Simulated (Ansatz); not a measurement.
# BBrF₂: how energies converge with the basis set

How large a basis does BBrF₂ need? Two functionals are run in growing sets.

Program: Ansatz 0.2.0, Gaussian basis. Level of theory: one geometry, several basis sets. These are calculated values, not measurements.

Levels to be run: PBE0-D4/def2-SVP; ωB97M-V/def2-SVP; PBE0-D4/def2-QZVPP; ωB97M-V/def2-QZVPP; the functionals' def2-TZVPP values are taken from earlier runs.

## 1. Structure used throughout

All runs share one geometry, relaxed beforehand with PBE0-D4 in a triple-zeta def2 set.

SMILES `FB(F)Br`, 4 atoms, charge 0, spin multiplicity 1.

Atoms are counted from 1 here; the program's logs count them from 0.

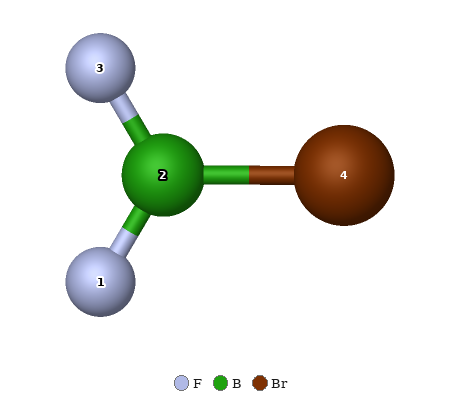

The structure; fluorine light blue, boron green, bromine brown; atoms are numbered from 1 in the order of the file.

Geometry (Å):

```mol
BBrF2
  3D, bonds by distance, orders not assigned

  4  3  0  0  0  0  0  0  0  0999 V2000
   -0.2009   -1.3815   -0.1175 F   0  0
   -0.1142   -0.0785   -0.0275 B   0  0
   -1.1997    0.6437   -0.1434 F   0  0
    1.5701    0.7559    0.2683 Br  0  0
  1  2  8  0
  2  3  8  0
  2  4  8  0
M  END
```

## 2. PBE0-D4 in def2-SVP

The input, in.yaml:

```yaml
crystal:
  periodic: [false, false, false]
  atoms:
    - {symbol: F, position_ang: [-0.200871, -1.381466, -0.117516]}
    - {symbol: B, position_ang: [-0.114164, -0.078498, -0.027516]}
    - {symbol: F, position_ang: [-1.199664, 0.643720, -0.143426]}
    - {symbol: Br, position_ang: [1.570099, 0.755944, 0.268257]}
basis:
  gaussian: {orbitals: def2-SVP}
hamiltonian: {xc: pbe0, dispersion: d4}
output: {orbitals: {seedname: orbitals}}
```

Command:

```bash
$ ansatz run in.yaml --threads 4 --pin off --events-out ev --progress --plain --max-ram 10444MiB
```

Output:

```text
Functional definition: PBE0
  name "PBE0"
  cite "Adamo & Barone, J. Chem. Phys. 110, 6158 (1999) doi:10.1063/1.478522"
  cite "Perdew, Burke & Ernzerhof, Phys. Rev. Lett. 77, 3865 (1996) doi:10.1103/PhysRevLett.77.3865"
  parent pbe
  parameter a = 0.25
  parameter kappa = 0.804
  parameter beta = 0.06672455060314922
  exchange = (1 - a)*pbe_x(kappa = kappa, mu = beta*pi^2/3) + a*exact_x
  correlation = pbe_c(beta = beta)
699 factors; integrals over basis functions are off by at most 8.9e-4 eV
mean field evaluation 1: about -76131.6139 eV, gradient 3.2e1 eV
mean field evaluation 2: about -76130.1815 eV, gradient 4.5e1 eV
mean field evaluation 4: about -76133.1135 eV, gradient 5.1e-1 eV
mean field evaluation 8: about -76133.2005 eV, gradient 2.2e-2 eV
mean field evaluation 16: about -76133.2005 eV, gradient 7.4e-6 eV
mean field -76133.20047224 eV, -2797.8435124180 hartree, gradient 7.4e-6 eV, S^2 0.000000; 0 other end points of the search recorded, 0 dependent functions left out
reference -76133.20049099 eV, -2797.8435131071 hartree; 29, 29 occupied and 45, 45 virtual orbitals, 699 factors
Total energy: -76133.26058987 eV, -2797.8457217001 hartree
```

Wall time 0.55 s (4 threads of Arm Neoverse V2, shared host); peak memory 0.27 GiB.

## 3. ωB97M-V in def2-SVP

Changes to in.yaml since step 2:

```diff
@@ -9,3 +9,3 @@
   gaussian: {orbitals: def2-SVP}
-hamiltonian: {xc: pbe0, dispersion: d4}
+hamiltonian: {xc: {name: wB97M-V}}
 output: {orbitals: {seedname: orbitals}}
```

The command is unchanged.

Output (excerpt; [...] marks lines left out):

```text
Functional definition: wB97M-V
  name "wB97M-V"
  cite "Mardirossian & Head-Gordon, J. Chem. Phys. 144, 214110 (2016) doi:10.1063/1.4952647"
  cite "Becke, J. Chem. Phys. 107, 8554 (1997) doi:10.1063/1.475007"
  cite "Vydrov & Van Voorhis, J. Chem. Phys. 133, 244103 (2010) doi:10.1063/1.3521275"
  # Of w^i u^j: cxij and so on, Table III.
[...]
  gx(w, u) = 1 - cx + cx01*u + cx10*w
  gss(w, u) = css00 + css04*u^4 + css10*w + css20*w^2 + css43*w^4*u^3
  gos(w, u) = cos00 + cos10*w + (cos20 + cos21*u)*w^2 + (cos60 + cos61*u)*w^6
[...]
      + integral(e_c_pw_mod_opposite_spin*gos(b97_w_opposite, b97_u_opposite)) + vv10(b, c)
699 factors; integrals over basis functions are off by at most 8.9e-4 eV
139 factors; integrals over basis functions are off by at most 4.9e-6 eV
[...]
mean field -76142.01615476 eV, -2798.1674827751 hartree, gradient 7.1e-5 eV, S^2 0.000000; 0 other end points of the search recorded, 0 dependent functions left out
reference -76142.01618345 eV, -2798.1674838294 hartree; 29, 29 occupied and 45, 45 virtual orbitals, 699 factors
Total energy: -76142.01618345 eV, -2798.1674838294 hartree
```

Run time: 2.1 s. Hardware: 4 threads of Arm Neoverse V2, shared host; peak memory 0.27 GiB.

## 4. PBE0-D4 in def2-QZVPP

Changes to in.yaml since step 3:

```diff
@@ -8,4 +8,4 @@
 basis:
-  gaussian: {orbitals: def2-SVP}
-hamiltonian: {xc: {name: wB97M-V}}
+  gaussian: {orbitals: "def2-QZVPP.json"}
+hamiltonian: {xc: pbe0, dispersion: d4}
 output: {orbitals: {seedname: orbitals}}
```

Same command.

Output:

```text
Functional definition: PBE0
  name "PBE0"
  cite "Adamo & Barone, J. Chem. Phys. 110, 6158 (1999) doi:10.1063/1.478522"
  cite "Perdew, Burke & Ernzerhof, Phys. Rev. Lett. 77, 3865 (1996) doi:10.1103/PhysRevLett.77.3865"
  parent pbe
  parameter a = 0.25
  parameter kappa = 0.804
  parameter beta = 0.06672455060314922
  exchange = (1 - a)*pbe_x(kappa = kappa, mu = beta*pi^2/3) + a*exact_x
  correlation = pbe_c(beta = beta)
1118 factors; their error is unknown
mean field evaluation 1: about -76148.6597 eV, gradient 3.9e1 eV
mean field evaluation 2: about -76146.5422 eV, gradient 5.7e1 eV
mean field evaluation 4: about -76150.6199 eV, gradient 1.3e0 eV
mean field evaluation 8: about -76150.6228 eV, gradient 8.7e-3 eV
mean field evaluation 16: about -76150.8076 eV, gradient 5.0e-5 eV
mean field -76150.80758592 eV, -2798.4905619114 hartree, gradient 5.0e-5 eV, S^2 0.000000; 0 other end points of the search recorded, 0 dependent functions left out
reference -76150.80761056 eV, -2798.4905628168 hartree; 29, 29 occupied and 231, 231 virtual orbitals, 1118 factors
Total energy: -76150.86770944 eV, -2798.4927714098 hartree
```

Wall time 2.4 s (4 threads of Arm Neoverse V2, shared host); peak memory 0.64 GiB.

## 5. ωB97M-V in def2-QZVPP

Changes to in.yaml since step 4:

```diff
@@ -9,3 +9,3 @@
   gaussian: {orbitals: "def2-QZVPP.json"}
-hamiltonian: {xc: pbe0, dispersion: d4}
+hamiltonian: {xc: {name: wB97M-V}}
 output: {orbitals: {seedname: orbitals}}
```

The command is unchanged.

Output (excerpt; [...] marks lines left out):

```text
Functional definition: wB97M-V
  name "wB97M-V"
  cite "Mardirossian & Head-Gordon, J. Chem. Phys. 144, 214110 (2016) doi:10.1063/1.4952647"
  cite "Becke, J. Chem. Phys. 107, 8554 (1997) doi:10.1063/1.475007"
  cite "Vydrov & Van Voorhis, J. Chem. Phys. 133, 244103 (2010) doi:10.1063/1.3521275"
  # Of w^i u^j: cxij and so on, Table III.
[...]
  gx(w, u) = 1 - cx + cx01*u + cx10*w
  gss(w, u) = css00 + css04*u^4 + css10*w + css20*w^2 + css43*w^4*u^3
  gos(w, u) = cos00 + cos10*w + (cos20 + cos21*u)*w^2 + (cos60 + cos61*u)*w^6
[...]
      + integral(e_c_pw_mod_opposite_spin*gos(b97_w_opposite, b97_u_opposite)) + vv10(b, c)
1087 factors; their error is unknown
166 factors; integrals over basis functions are off by at most 5.3e-5 eV
[...]
mean field -76159.62168381 eV, -2798.8144740343 hartree, gradient 1.7e-5 eV, S^2 0.000000; 0 other end points of the search recorded, 0 dependent functions left out
reference -76159.62172503 eV, -2798.8144755491 hartree; 29, 29 occupied and 231, 231 virtual orbitals, 1087 factors
Total energy: -76159.62172503 eV, -2798.8144755491 hartree
```

It took 6 s on 4 threads of Arm Neoverse V2, shared host; peak memory 0.77 GiB.

## 6. Functionals by basis

The def2-TZVPP values come from earlier runs at the same geometry.

```tsv
functional	basis	functions	energy (eV)	from the largest (eV)	HOMO (eV)	LUMO (eV)
PBE0-D4	def2-SVP	74	-76133.2606	17.607	-8.94	-0.21
PBE0-D4	def2-TZVPP	141	-76149.1187	1.749	-9.08	-0.40
PBE0-D4	def2-QZVPP	260	-76150.8677	0.000	-9.10	-0.44
ωB97M-V	def2-SVP	74	-76142.0162	17.606	-11.17	2.01
ωB97M-V	def2-TZVPP	141	-76157.9485	1.673	-11.34	1.72
ωB97M-V	def2-QZVPP	260	-76159.6217	0.000	-11.36	1.59
```

## 7. Results

```
                                       quantity           value
PBE0-D4: double and triple zeta above quadruple  17.61, 1.75 eV
ωB97M-V: double and triple zeta above quadruple  17.61, 1.67 eV
```

In words: PBE0-D4 gains 15.86 eV from double to triple zeta, then 1.75 eV more. These are total energies; as a rule much of such shifts cancels in differences, which this series doesn't test.

For PBE0-D4 the largest set took about 4 times as long as the smallest (2.4 s against 0.55 s).
